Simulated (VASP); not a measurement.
Band structure of LaCo5 (space group P6/mmm). Computed with LDA (Ceperley-Alder, Perdew-Zunger), VASP's LDA PAW potentials (set 64) (plane waves; VASP 6.6.1).

The run has a spin-polarised start.

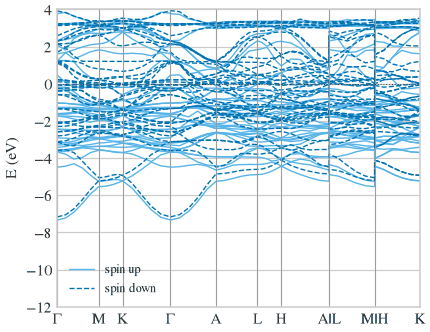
Figure: Bands along high-symmetry lines, zero at the valence-band maximum or, without a gap, the Fermi level

Question: Read the plot: is there a gap, and where are the band edges?

Answer: It has no gap at this level: it comes out as a metal or semimetal.

The structure comes from a computed database's LaCo5 entry (P6/mmm); how it stands against other phases isn't given here. The cell was not relaxed at this level.
